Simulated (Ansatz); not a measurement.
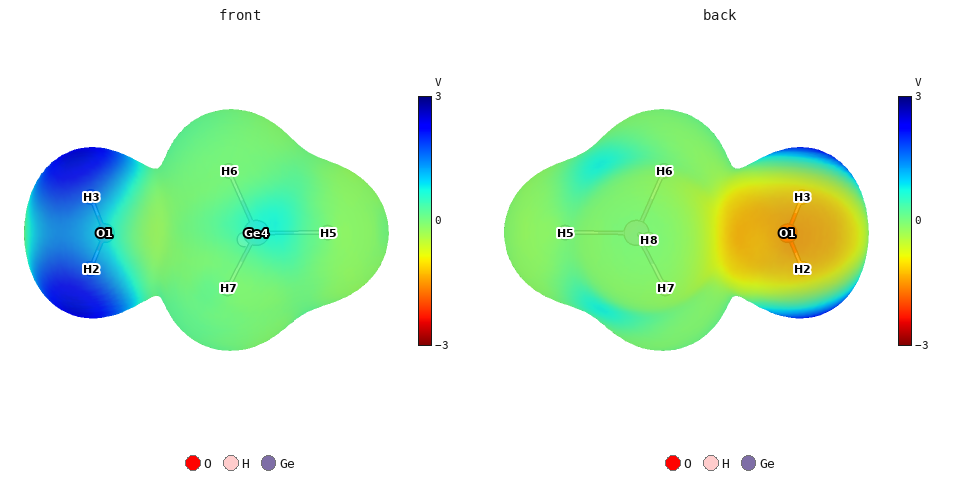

Figure. H2O···GeH4 (SMILES O.[GeH4]). The electrostatic potential painted on the density surface at 0.002 e/bohr³, seen from the front and from behind; the colour scale runs from red (negative) to blue (positive).

Geometry: PBE0-D4/def2-TZVP.

All numbers below come from RKS PBE0-D4/def2-TZVPPD in Ansatz 0.2.0.

```
atom    x (Å)    y (Å)    z (Å)
   O   0.0121  -0.0819  -1.9854
   H   0.6126   0.6330  -2.2087
   H   0.5111  -0.8868  -2.1421
  Ge  -0.2323   0.0670   1.2521
   H  -0.3073   0.1314   2.7892
   H   0.3355  -1.3016   0.8536
   H   0.7043   1.1825   0.7688
   H  -1.6360   0.2563   0.6726
```

> Describe the electrostatic potential map.

The most negative region (about −1.5 V, or −35 kcal/mol for a unit charge) lies over O1, the most positive (about +2.5 V, or +58 kcal/mol for a unit charge) over H2 and H3. O1 is the likeliest acceptor of a hydrogen bond.
